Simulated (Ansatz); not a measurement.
BClH₂O₂···SiH₄

Input file:

```
crystal:
  periodic: [false, false, false]
  atoms:
    - { symbol: B, position_ang: [-0.693926, 1.311618, 0.01921] }
    - { symbol: Cl, position_ang: [-0.138135, 2.101526, -1.538313] }
    - { symbol: O, position_ang: [-1.891384, 0.681023, 0.069961] }
    - { symbol: O, position_ang: [0.104509, 1.422587, 1.099654] }
    - { symbol: H, position_ang: [0.685915, -0.356142, -1.047761] }
    - { symbol: Si, position_ang: [1.055693, -1.437721, -0.16117] }
    - { symbol: H, position_ang: [-2.384661, 0.716985, -0.758609] }
    - { symbol: H, position_ang: [-0.297569, 1.039168, 1.892581] }
    - { symbol: H, position_ang: [2.292843, -1.086805, 0.589877] }
    - { symbol: H, position_ang: [-0.043797, -1.722704, 0.801616] }
    - { symbol: H, position_ang: [1.310612, -2.669635, -0.966948] }
basis:
  gaussian: { orbitals: def2-SVP }
hamiltonian:
  xc: b3lyp
relax:
  f_tol: 0.03
  max_steps: 50
output:
  orbitals: {}
```

Command:

```sh
ansatz run input.yaml --threads 2 --pin off --max-ram 3072MiB --backend cpu --events-out ev --progress --plain --runs-dir out
```

The fields are those of the relaxed geometry.

Theory: Ansatz 0.2.0, RKS B3LYP/def2-SVP.

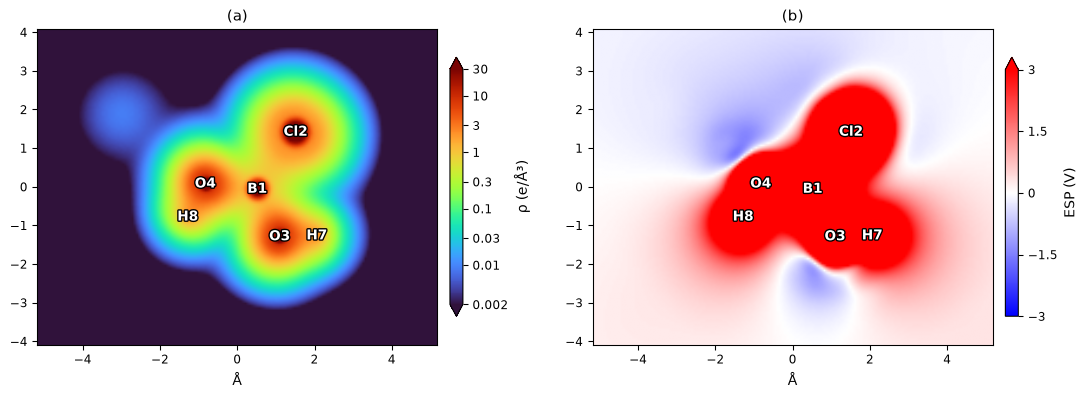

Figure 1. (a) electron density; (b) electrostatic potential on the plane of atoms Cl2, B1 and O4.

**What do the fields say about this system?**

The plane passes through B, Cl, O and H nuclei. B–O (1.35 Å): ρ is about 2.2 e/Å³ halfway. B–Cl (1.78 Å): the density is about 1.3 e/Å³ at the midpoint. O–H (0.97 Å): the density is about 3.7 e/Å³ at the midpoint. Outside the dense part of the complex the potential is most negative (−1.5 V) near O4.

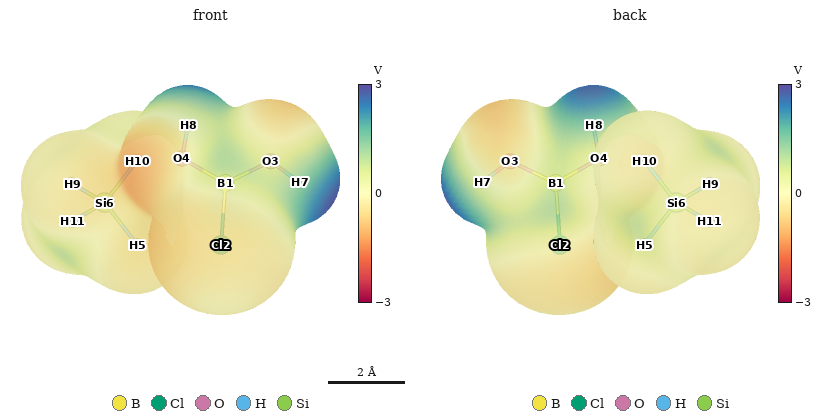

Figure 2. The electrostatic potential painted on the density surface at 0.002 e/bohr³, seen from the front and from behind; the colour scale runs from red (negative) to blue (positive).

**Which sites attract a positive test charge, and which a negative one?**

A positive charge is drawn to the negative regions and a negative charge to the positive ones. The most negative region (about −1.2 V) lies over O4, the most positive (about +2.8 V) over H7 and H8. O4 is the likeliest acceptor of a hydrogen bond.

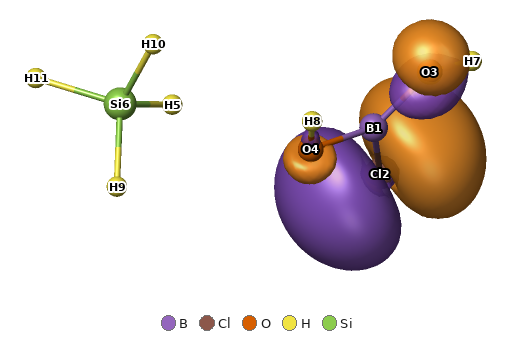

Figure 3. The HOMO at ±0.1 Å⁻³ᐟ² (orange and purple are the two phases), seen from one side.

**Where does this orbital lie, and at what energy?**

By Hirshfeld shares it lies mainly on Cl2 (about 85 %) and O3 (about 5 %); largely a lone pair of Cl2. Its energy is −8.56 eV.
